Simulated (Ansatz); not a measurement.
# C2H9GeN···H2: what the fields show

Input

```
crystal:
  periodic: [false, false, false]
  atoms:
    - { symbol: Ge, position_ang: [-0.673686, 0.294882, -0.87544] }
    - { symbol: H, position_ang: [1.443784, -1.479841, -1.459518] }
    - { symbol: H, position_ang: [-0.279242, 0.235987, -2.358739] }
    - { symbol: H, position_ang: [-1.802101, 1.350039, -0.725642] }
    - { symbol: C, position_ang: [-1.346127, -1.408534, -0.188742] }
    - { symbol: H, position_ang: [1.709441, -1.062612, -0.970008] }
    - { symbol: "N", position_ang: [0.859483, 0.837093, 0.071587] }
    - { symbol: C, position_ang: [0.79313, 1.172676, 1.47895] }
    - { symbol: H, position_ang: [-1.562779, -1.336225, 0.87955] }
    - { symbol: H, position_ang: [-0.619206, -2.2056, -0.340702] }
    - { symbol: H, position_ang: [-2.273855, -1.671987, -0.700604] }
    - { symbol: H, position_ang: [1.381567, 1.526155, -0.443523] }
    - { symbol: H, position_ang: [0.240754, 2.095026, 1.702283] }
    - { symbol: H, position_ang: [0.326445, 0.364943, 2.046397] }
    - { symbol: H, position_ang: [1.802293, 1.288099, 1.88425] }
basis:
  gaussian: { orbitals: def2-SVP }
hamiltonian:
  xc: hf
relax:
  f_tol: 0.03
  max_steps: 50
output:
  orbitals: {}
```

Command:

```sh
ansatz run input.yaml --threads 2 --pin off --max-ram 3072MiB --backend cpu --events-out ev --progress --plain --runs-dir out
```

The fields are those of the run's last geometry, not of the input's.

Method: RHF/def2-SVP (Ansatz).

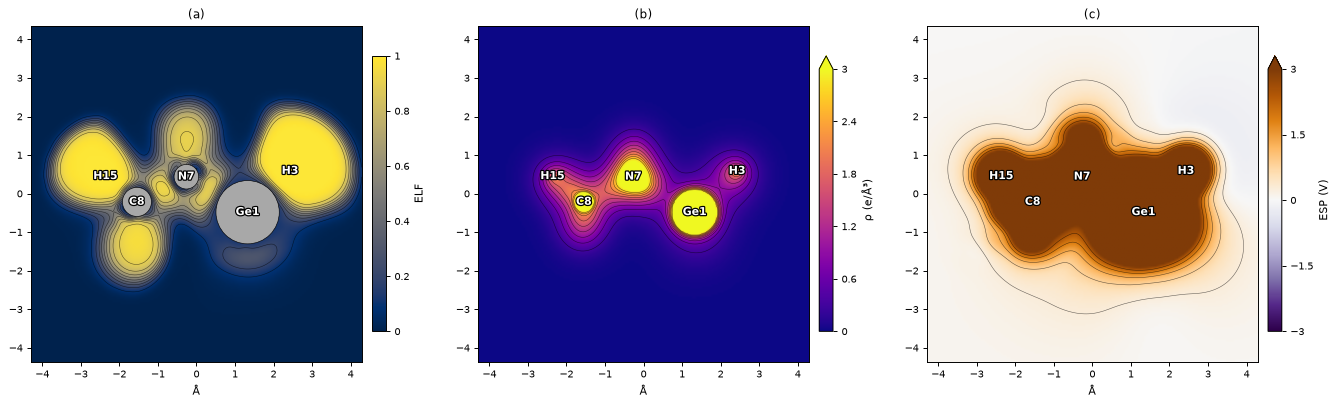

Figure 1. (a) ELF; (b) electron density; (c) molecular electrostatic potential on the plane of atoms H3, Ge1 and N7. Grey discs cover the atomic cores in the ELF map.

### What do the fields say about this system?

- The plane passes through Ge, H, N and C nuclei.
- C–N (1.45 Å): the density is about 2 e/Å³ at the midpoint; the ELF peaks at about 0.95 between the atoms (localised, covalent bonding).
- Ge–N (1.84 Å): ρ is about 0.97 e/Å³ halfway; the ELF peaks at about 0.90 in the valence shell of N, 0.7 Å from its nucleus, and is about 0.50 at the midpoint.
- C–H (1.09 Å): the density is about 2 e/Å³ at the midpoint; the ELF climbs to about 1 towards the hydrogen, as it does in any bond to H (an ordinary covalent bond to hydrogen).
- The potential has no marked negative region in this plane.

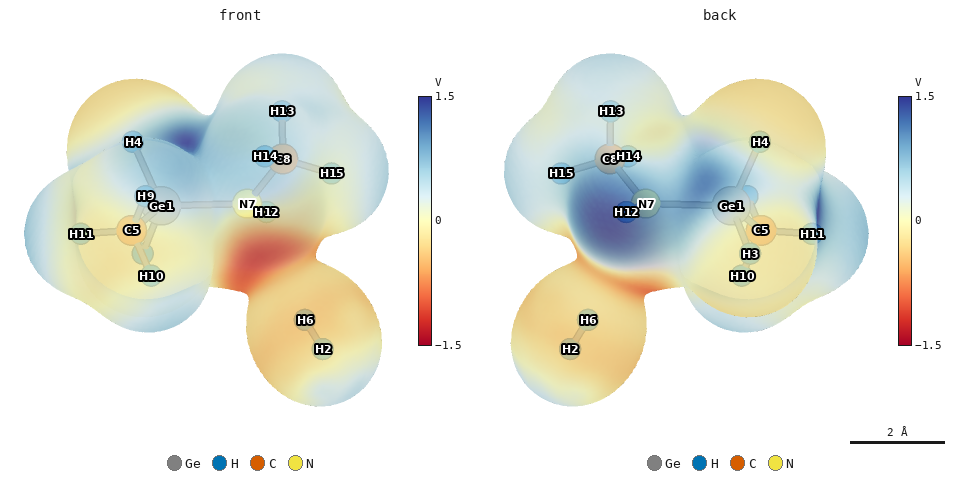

Figure 2. The molecular electrostatic potential painted on the density surface at 0.002 e/bohr³, seen from the front and from behind; the colour scale runs from red (negative) to blue (positive).

### Which sites attract a positive test charge, and which a negative one?

A positive charge is drawn to the negative regions and a negative charge to the positive ones. The most negative region (about −1.0 V, or −23 kcal/mol for a unit charge) lies over H6 and N7, the most positive (about +1.4 V, or +32 kcal/mol for a unit charge) over Ge1 and H12.

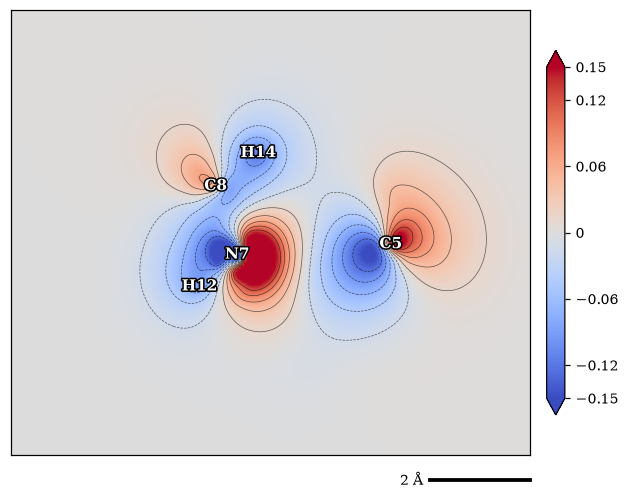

Figure 3. The HOMO on the plane of atoms C8, N7 and H12 (values in Å⁻³ᐟ²; the overall sign is arbitrary).

### Describe this orbital and give its energy.

Its weight (Hirshfeld) is mainly on N7 (about 55 %), Ge1 (about 10 %), C8 (about 10 %), H4 (about 5 %) and H13 (about 5 %). Its energy is −9.82 eV.

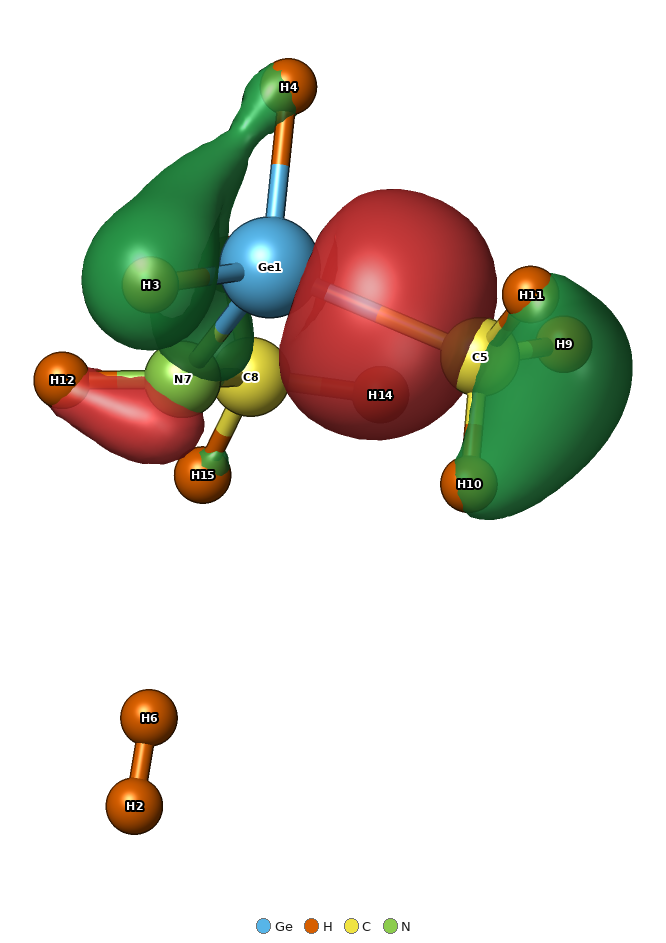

Figure 4. The HOMO−1 at ±0.15 Å⁻³ᐟ² (green and red are the two phases), seen at an oblique angle.

### What is the character of this orbital?

By Hirshfeld shares it lies mainly on C5 (about 40 %), Ge1 (about 30 %), H3 (about 5 %) and N7 (about 5 %). Its energy is −11.98 eV.
